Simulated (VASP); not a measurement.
Band structure of Mg (hcp). Computed with PBEsol GGA, VASP's PBE PAW potentials (set 64) (plane waves; VASP).

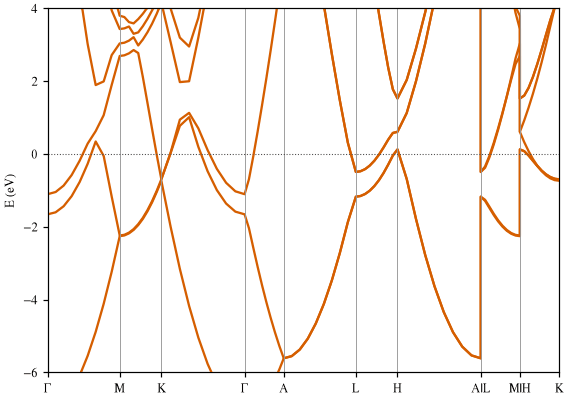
Figure: Bands along high-symmetry lines, zero at the valence-band maximum or, without a gap, the Fermi level

Question: Read the plot: is there a gap, and where are the band edges?

Answer: It has no gap at this level: it comes out as a metal or semimetal. (Edges off the drawn lines would not show.)

The compound is Mg in the hcp structure. It was relaxed first.
